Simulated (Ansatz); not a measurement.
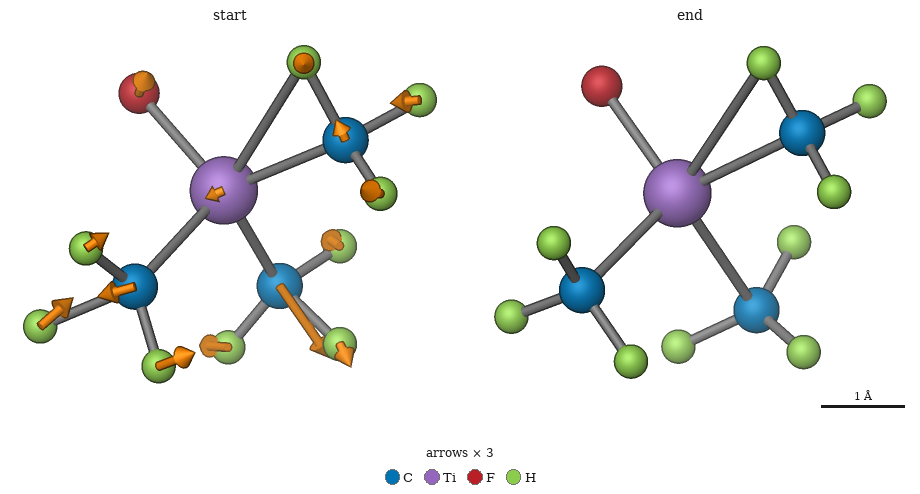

The structure of C₃H₉FTi (charge +1, multiplicity 2) before (left) and after (right) a relaxation, at one scale. The orange arrows give the displacements, 3 times their true length.

The picture is a ball-and-stick view, seen from a free direction.

Method: Ansatz 0.2.0, UHF/aug-cc-pVDZ.

Input file:
```yaml
crystal:
  periodic: [false, false, false]
  atoms:
    - {symbol: C, position_ang: [-1.452551, 1.044306, 0.119390]}
    - {symbol: Ti, position_ang: [0.402373, 0.373244, -0.268564]}
    - {symbol: C, position_ang: [1.193158, 0.087862, 1.467193]}
    - {symbol: C, position_ang: [0.235048, -1.399501, -1.270249]}
    - {symbol: F, position_ang: [1.263398, 1.357513, -1.551020]}
    - {symbol: H, position_ang: [-2.191868, 0.379722, 0.351250]}
    - {symbol: H, position_ang: [-1.603518, 2.086538, 0.544317]}
    - {symbol: H, position_ang: [-2.166937, 1.378009, -0.999063]}
    - {symbol: H, position_ang: [1.619678, 1.155698, 1.623612]}
    - {symbol: H, position_ang: [0.625874, -0.314226, 2.169356]}
    - {symbol: H, position_ang: [2.163949, -0.523256, 1.537739]}
    - {symbol: H, position_ang: [-0.239494, -2.061283, -0.420487]}
    - {symbol: H, position_ang: [1.152591, -1.920614, -1.352240]}
    - {symbol: H, position_ang: [-0.543762, -1.496557, -1.940799]}
basis:
  gaussian: {orbitals: aug-cc-pVDZ}
total_charge: 1
magnetization: {spin_polarized: true, initial_magnetization: 1}
hamiltonian: {xc: {name: HF}}
relax: {f_tol: 0.001, max_steps: 3}
```

Launched with:
```bash
ansatz run in.yaml --threads 2 --pin off --events-out ev --progress --plain --max-ram 32768MiB --backend cuda --devices 0, --max-vram 18GiB
```

Q: What changed between the two?

A: The relaxation stopped without meeting its thresholds, so the last structure isn't shown to be converged. The input was poor on purpose: steps. The largest move after the best rigid fit is that of C4, 0.38 Å. Largest moves by element: C 0.38 Å, H 0.22 Å, F 0.19 Å, Ti 0.09 Å. Some distances before and after: Ti2–C4 2.043 → 2.398 Å, C1–H8 1.368 → 1.086 Å, Ti2–H9 2.382 → 2.507 Å, C3–H10 0.988 → 1.093 Å. Bond angles that change, for instance: H12–C4–H14 96.4° → 120.5°, H6–C1–H8 88.1° → 111.7°, H12–C4–H13 97.4° → 120.8°. Over 2 geometry steps the energy falls by 82.3 kcal/mol. The largest force component goes from 7 to 1.1 eV/Å. The run took about 40 s of wall time on a shared GPU.

Limits of the set-up: Hartree-Fock leaves out electron correlation.
